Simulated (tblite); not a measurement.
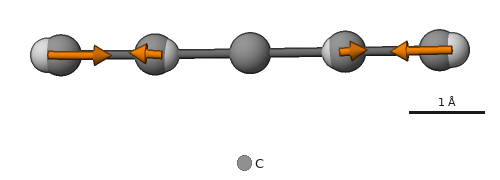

A relaxation of C5. The starting structure is drawn faded, the final one solid; orange arrows show the displacements, magnified 5 times. The two geometries are superimposed by the best rigid fit.

Style: ball-and-stick. Shown at a tilt.

Computed with tblite, GFN2-xTB geometry optimisation, gas phase. 

Q: Describe the change and its energy.

A: The largest move after the best rigid fit is that of a C atom, 0.18 Å. Some distances before and after: C–C 1.542 → 1.276 Å, C–C 1.187 → 1.286 Å, C–C 1.215 → 1.286 Å. Over 10 geometry steps the energy falls by 324.6 kJ/mol. The run took 0.02 s on 1 thread of AMD EPYC 9R45 96-Core Processor, with other jobs on the host.
